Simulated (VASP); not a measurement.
Band structure of KF (rock salt). Calculation: SCAN meta-GGA, VASP's PBE PAW potentials (set 64) (plane waves; VASP).

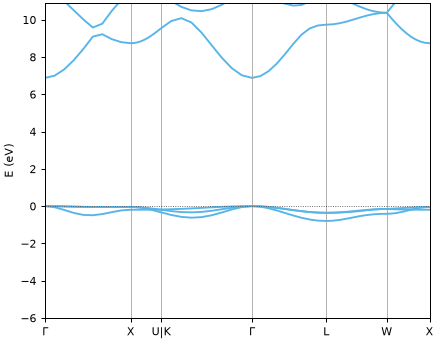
Bands along high-symmetry lines, zero at the valence-band maximum or, without a gap, the Fermi level

### Question
Read the plot: is there a gap, and where are the band edges?

### Answer
The gap is direct, 6.88 eV, from the valence maximum at Γ to the conduction minimum at Γ.

Measured: gap 10.90 eV (computed value off by -4.02 eV), as given by David Koller et al., Journal of Physics Condensed Matter (2013), arXiv:1304.4470.

The compound is KF in the rock salt structure. It was relaxed first.
